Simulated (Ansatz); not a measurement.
**Run report: Si62P (charge +1), geometry relaxation (part 3 of 3)**

The same run, continued: Si62P (defect cell, 63 atoms in the cell, total charge +1); DFT PBE, scalar-relativistic, plane waves, PAW, PAW set soft_1, no spin polarisation (Ansatz 0.2.0); cutoff 420 eV, 1×1×1 k-mesh, Gaussian smearing of 0.05 eV. It belongs to a series of runs on one base structure; here: end point A relaxed.

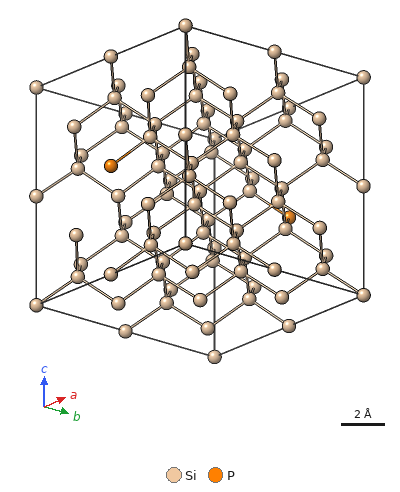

Figure 1. The geometry at step 3 of the log (ball-and-stick view of the cell of the calculation, seen at an oblique angle).

Trajectory as extended XYZ (Å, eV, eV/Å), 3 of the 5 frames kept, from step=1 to step=5:
```
63
Lattice="10.8600 0.0000 0.0000 0.0000 10.8600 0.0000 0.0000 0.0000 10.8600" Properties=species:S:1:pos:R:3:forces:R:3 step=1 energy=-40172.29634
Si    5.4146    0.0305   -0.0389    0.2172  -0.6199   0.2197
Si    6.7509    1.3631    1.3582    0.2407  -0.5588   0.0921
Si    8.1235    2.7035    0.0038    0.1560   0.8072   0.0415
Si    9.5147    4.0947    1.3732   -0.1753  -0.1857  -0.1959
Si    8.1759    0.0305    2.7198   -0.6583  -0.1033  -0.2130
Si    9.4910    1.3671    4.0705    0.0402  -0.0557   0.4299
Si    0.0168   -0.0225    0.0720    0.1508   0.4683  -0.9099
Si    1.3617    1.4130    1.3518    0.0895  -0.2679   0.6177
Si    2.7273    2.7291    0.0102    0.2071  -0.1196  -0.2872
Si    4.0762    4.0647    1.3780   -0.0030  -0.2128  -0.1556
Si    5.3908    5.4509    0.0167    0.2835   0.3170   0.1192
Si    6.7920    6.8561    1.3139   -0.8753  -1.0894   1.2263
Si    8.1239    8.0969    0.0408    0.7643   1.3054  -1.1343
Si    9.5291    9.5284    1.3555   -0.8590  -0.3881   0.1889
Si    2.6881    0.0174    2.7115    0.1655  -0.2960  -0.3492
Si    5.4259    2.7047    2.6726    0.1075   0.5295   0.7197
Si    6.8109    4.1135    4.1071   -0.5144  -1.1341   0.1374
Si    8.0966    5.4313    2.7128    0.2467   0.3868  -0.6316
Si    9.4587    6.8015    4.0706    0.6185  -0.6862   0.1797
P     5.4253   -0.0091    5.4275   -0.0593   0.2695   0.2786
Si    6.7840    1.3950    6.8523    0.1466  -1.5858  -0.8402
Si    8.1388    2.6682    5.4818    0.0473   0.7131  -0.5362
Si    9.5207    4.0743    6.8038    0.2690  -0.3161  -0.2955
Si    8.1952   -0.0033    8.1185   -0.7902   0.0836   0.5677
Si    9.4989    1.3448    9.5202    0.5820  -0.1083   0.0389
Si    0.0088    5.4701   -0.0445   -0.0554  -0.7310   0.3279
Si    1.3318    6.7955    1.3329    0.4202   0.0454   0.2107
Si    2.7430    8.1416   -0.0156   -0.5582  -0.1523   0.2089
Si    4.1201    9.4407    1.3447   -0.5872   1.5285  -0.0574
Si   -0.0213    2.7147    2.7590   -0.0997   0.1977  -0.6901
Si    1.3181    4.1009    4.0193    0.8884  -0.8078   0.6530
Si    2.7122    5.3925    2.6847   -0.4684   0.4969  -0.1273
Si    4.0565    6.7225    4.0355   -0.1396   0.7950   0.4662
Si    5.3799    8.1677    2.7118    0.5997  -0.6820   0.3729
Si    6.7673    9.5095    4.0444    0.2719   0.0654   0.8729
Si   -0.0112    0.0232    5.4246   -0.0218  -0.6664   0.2286
Si    1.3638    1.3608    6.8088    0.0918  -0.5819  -0.3160
Si    2.6984    2.6990    5.4649   -0.2549   0.7783  -0.6720
Si    4.0314    4.0932    6.8311    0.8074  -0.6006  -0.5177
Si    5.4175    5.4356    5.4219    0.0094  -0.0355   0.4638
Si    6.7852    6.8166    6.8000    0.1684  -0.5364  -0.3389
Si    8.1716    8.1262    5.4255   -0.9410   0.3745  -0.1817
Si    9.4433    9.4592    6.8102    1.0354   0.4385  -0.5395
Si    2.7313    0.0120    8.1577   -0.4336  -0.0852   0.2068
Si    4.0841    1.3735    9.4721   -0.4321  -0.1169   0.5146
Si    5.4331    2.6569    8.1446   -0.2595   1.6575   0.4227
Si    6.7796    4.1528    9.5578    0.1215  -0.9899  -0.7000
Si    8.1851    5.4212    8.1264   -0.6344   0.3998   0.2862
Si    9.5053    6.7836    9.5071   -0.1244   0.1548  -0.2041
Si   -0.0669    8.1439    2.6873    0.5572  -0.2140   0.0262
Si    1.3567    9.4459    4.0700   -0.0687   0.8833   0.1874
Si    0.0422    5.4154    5.4212   -0.7579   0.4285  -0.0503
Si    1.3550    6.8116    6.7546    0.3849  -0.1899   0.4634
Si    2.7354    8.1954    5.4649    0.1855  -0.6937  -0.7047
Si    4.0756    9.5065    6.8407    0.6726   0.3993  -0.6629
Si    0.0568    2.7490    8.1507   -0.7786  -0.2622   0.0516
Si    1.3715    4.0342    9.5115    0.4259   1.0060   0.0153
Si    2.7607    5.4942    8.1788   -1.2614  -0.3698  -0.1944
Si    4.1003    6.8106    9.4930    0.1451  -0.1222   0.3811
Si    5.4097    8.1289    8.1245    0.3460   0.2577   0.2151
Si    6.7744    9.4805    9.4713    0.3534   0.2361   0.2498
Si   -0.0044    8.1346    8.1307   -0.1126   0.1260   0.2292
Si    1.3533    9.4699    9.5406    0.1066   0.4158  -0.4054
63
Lattice="10.8600 0.0000 0.0000 0.0000 10.8600 0.0000 0.0000 0.0000 10.8600" Properties=species:S:1:pos:R:3:forces:R:3 step=3 energy=-40173.74533
Si    5.4267    0.0002    0.0064   -0.0066   0.0214   0.0088
Si    6.7339    1.3464    1.4125    0.0190   0.0232  -0.0335
Si    8.1103    2.7230    0.0114    0.0068  -0.0202   0.0066
Si    9.4781    4.0833    1.3485   -0.0051  -0.0016   0.0076
Si    8.1229    0.0082    2.7510   -0.0560   0.0195   0.0340
Si    9.5099    1.3578    4.0754    0.0146  -0.0160   0.0022
Si    0.0009    0.0033    0.0026   -0.0117  -0.0343   0.0247
Si    1.3558    1.3906    1.3607    0.0256   0.0257   0.0056
Si    2.7015    2.7340   -0.0232   -0.0096  -0.0161   0.0103
Si    4.0466    4.0744    1.3608   -0.0402   0.0097   0.0192
Si    5.4313    5.4395    0.0108    0.0252  -0.0468  -0.0394
Si    6.7728    6.8032    1.3860    0.0343   0.0397  -0.0601
Si    8.1529    8.1463    0.0171   -0.0636  -0.0580   0.0410
Si    9.4928    9.5153    1.3799    0.0350   0.0506  -0.0300
Si    2.7389    0.1335    2.7534   -0.0074   0.0669  -0.0367
Si    5.3187    2.6954    2.7403   -0.0758  -0.0189  -0.0522
Si    6.7305    4.0139    4.0869    0.0514   0.1052   0.0256
Si    8.1140    5.4202    2.7126   -0.0101  -0.0117   0.0465
Si    9.5023    6.7898    4.0823   -0.0207   0.0003   0.0190
P     5.4182    0.0119    5.4150   -0.1363   0.1793  -0.0439
Si    6.7670    1.2707    6.7780    0.0708   0.0115   0.0379
Si    8.1152    2.6729    5.4263   -0.0323  -0.0390   0.0012
Si    9.4889    4.0487    6.7737   -0.0317   0.0492   0.0262
Si    8.1497   -0.0208    8.1554    0.0706  -0.0076   0.0326
Si    9.5065    1.3567    9.5067   -0.0185  -0.0177   0.0173
Si   -0.0060    5.4358   -0.0096    0.0085   0.0221   0.0325
Si    1.3467    6.8153    1.3509   -0.0097  -0.0288  -0.0284
Si    2.7119    8.1836    0.0204    0.0133   0.0315  -0.0076
Si    4.0786    9.5709    1.4268    0.0191  -0.0968  -0.0439
Si   -0.0275    2.7340    2.7013    0.0003   0.0013   0.0423
Si    1.3549    4.0763    4.0519   -0.0212  -0.0108  -0.0420
Si    2.6939    5.4567    2.6988    0.0313  -0.0137   0.0596
Si    4.0631    6.7795    4.0810    0.0573  -0.0341  -0.0152
Si    5.4159    8.1658    2.7600   -0.0376   0.1093   0.0003
Si    6.7640    9.5263    4.1467    0.1208  -0.1432   0.0939
Si    0.0036   -0.0073    5.4341    0.0105   0.0426  -0.0106
Si    1.4149    1.3460    6.7317   -0.0711  -0.0219   0.0299
Si    2.7396    2.6876    5.3119   -0.0236   0.0289  -0.0749
Si    4.0782    4.0151    6.7357    0.0103   0.0709   0.0329
Si    5.4304    5.4275    5.4395   -0.0219  -0.0421  -0.0429
Si    6.8015    6.7653    6.8067   -0.0365   0.0641  -0.0255
Si    8.1372    8.1469    5.4537    0.1011  -0.0631  -0.0519
Si    9.5216    9.4862    6.8022   -0.0600   0.0254   0.0203
Si    2.7494    0.0048    8.1219    0.0363   0.0558  -0.0270
Si    4.0672    1.3612    9.5086    0.0375  -0.0251   0.0327
Si    5.4222    2.6844    8.1253   -0.0236  -0.0849  -0.0635
Si    6.7693    4.0597    9.4970   -0.0039   0.0340   0.0050
Si    8.1500    5.4146    8.1536    0.0176  -0.0158  -0.0031
Si    9.5008    6.7867    9.5093    0.0389  -0.0230  -0.0166
Si    0.0135    8.1791    2.7154   -0.0097  -0.0020   0.0260
Si    1.4180    9.5592    4.0844   -0.0425  -0.0315   0.0319
Si   -0.0080    5.4344    5.4397    0.0673  -0.0075  -0.0209
Si    1.3786    6.8036    6.7742   -0.0542   0.0181   0.0027
Si    2.7605    8.1790    5.4322   -0.0321   0.0326  -0.0245
Si    4.1611    9.5280    6.7790    0.0505  -0.1339   0.0431
Si    0.0109    2.7179    8.1115    0.0472   0.0021   0.0062
Si    1.3533    4.0819    9.4767   -0.0521  -0.0085   0.0063
Si    2.7077    5.4269    8.1167    0.0905  -0.0205  -0.0114
Si    4.0806    6.7928    9.5132   -0.0462  -0.0316  -0.0008
Si    5.4551    8.1416    8.1563   -0.0176  -0.0377   0.0242
Si    6.7991    9.4920    9.5289    0.0058   0.0206  -0.0309
Si    0.0142    8.1386    8.1545   -0.0103   0.0133  -0.0057
Si    1.3748    9.5178    9.4964   -0.0182  -0.0102  -0.0128
63
Lattice="10.8600 0.0000 0.0000 0.0000 10.8600 0.0000 0.0000 0.0000 10.8600" Properties=species:S:1:pos:R:3:forces:R:3 step=5 energy=-40173.76280
Si    5.4304   -0.0007    0.0075    0.0030  -0.0009   0.0007
Si    6.7314    1.3498    1.4138    0.0003   0.0000   0.0005
Si    8.1094    2.7217    0.0124   -0.0026  -0.0039  -0.0011
Si    9.4729    4.0842    1.3515   -0.0036   0.0019  -0.0006
Si    8.1111    0.0081    2.7621   -0.0025  -0.0033   0.0032
Si    9.5064    1.3578    4.0769   -0.0011  -0.0024   0.0040
Si    0.0022   -0.0011    0.0075   -0.0001  -0.0035   0.0003
Si    1.3536    1.3968    1.3588   -0.0018  -0.0005  -0.0018
Si    2.6982    2.7333   -0.0279   -0.0011   0.0000  -0.0005
Si    4.0360    4.0780    1.3572    0.0002   0.0036  -0.0036
Si    5.4332    5.4311    0.0062    0.0028  -0.0007   0.0020
Si    6.7693    6.8064    1.3833   -0.0043  -0.0007  -0.0038
Si    8.1511    8.1412    0.0204   -0.0025  -0.0011   0.0016
Si    9.4874    9.5211    1.3832    0.0002   0.0046  -0.0029
Si    2.7358    0.1349    2.7417    0.0046   0.0015   0.0052
Si    5.3076    2.7000    2.7337   -0.0100  -0.0092   0.0098
Si    6.7311    4.0198    4.0854   -0.0003  -0.0010  -0.0016
Si    8.1095    5.4229    2.7151   -0.0009   0.0035   0.0013
Si    9.5100    6.7824    4.0797    0.0017  -0.0022   0.0063
P     5.4033    0.0296    5.4094   -0.0002   0.0033  -0.0038
Si    6.7769    1.2653    6.7816   -0.0025  -0.0060   0.0009
Si    8.1124    2.6735    5.4272   -0.0026  -0.0028   0.0030
Si    9.4875    4.0529    6.7747   -0.0013   0.0031  -0.0056
Si    8.1600   -0.0235    8.1645   -0.0009   0.0027  -0.0019
Si    9.5102    1.3566    9.5146    0.0023  -0.0069   0.0005
Si   -0.0061    5.4367   -0.0019    0.0006   0.0011   0.0007
Si    1.3477    6.8171    1.3510   -0.0013   0.0057   0.0014
Si    2.7104    8.1835    0.0145    0.0033  -0.0004  -0.0027
Si    4.0792    9.5635    1.4180    0.0022  -0.0010   0.0027
Si   -0.0338    2.7332    2.7026   -0.0002   0.0010  -0.0013
Si    1.3516    4.0779    4.0401   -0.0013   0.0029  -0.0015
Si    2.6976    5.4623    2.7024   -0.0006   0.0021  -0.0019
Si    4.0715    6.7833    4.0767    0.0052   0.0030   0.0045
Si    5.4210    8.1806    2.7634    0.0029   0.0044   0.0006
Si    6.7745    9.5165    4.1726    0.0030  -0.0042  -0.0031
Si    0.0026   -0.0010    5.4351   -0.0003  -0.0014   0.0025
Si    1.4108    1.3493    6.7338    0.0023   0.0022   0.0008
Si    2.7310    2.6962    5.3054    0.0093  -0.0081  -0.0028
Si    4.0796    4.0176    6.7328   -0.0012   0.0000   0.0007
Si    5.4300    5.4268    5.4348    0.0036   0.0024   0.0041
Si    6.8010    6.7661    6.8046   -0.0017   0.0063  -0.0012
Si    8.1587    8.1323    5.4590   -0.0022   0.0004   0.0018
Si    9.5236    9.4894    6.8062   -0.0047   0.0000  -0.0023
Si    2.7576    0.0080    8.1153    0.0032  -0.0030  -0.0032
Si    4.0716    1.3576    9.5116    0.0048  -0.0006  -0.0031
Si    5.4211    2.6731    8.1163    0.0041  -0.0030  -0.0036
Si    6.7683    4.0540    9.4902   -0.0034   0.0023   0.0015
Si    8.1501    5.4151    8.1542    0.0002  -0.0002   0.0004
Si    9.5053    6.7843    9.5106    0.0000   0.0028  -0.0006
Si    0.0112    8.1817    2.7156   -0.0038   0.0029   0.0003
Si    1.4130    9.5626    4.0845    0.0011  -0.0006   0.0001
Si    0.0019    5.4306    5.4386   -0.0002  -0.0012   0.0022
Si    1.3783    6.8059    6.7747   -0.0022  -0.0005  -0.0049
Si    2.7583    8.1803    5.4266    0.0019   0.0030   0.0035
Si    4.1681    9.5148    6.7806    0.0003   0.0002   0.0028
Si    0.0106    2.7200    8.1139   -0.0048  -0.0015  -0.0008
Si    1.3480    4.0842    9.4776   -0.0008  -0.0004  -0.0039
Si    2.7114    5.4218    8.1130    0.0014   0.0032  -0.0019
Si    4.0745    6.7826    9.5142    0.0087  -0.0009   0.0015
Si    5.4562    8.1313    8.1639   -0.0041   0.0005  -0.0023
Si    6.8018    9.4898    9.5286   -0.0018  -0.0001  -0.0031
Si    0.0150    8.1407    8.1559    0.0015  -0.0003  -0.0024
Si    1.3771    9.5223    9.4910   -0.0017   0.0016   0.0022
```
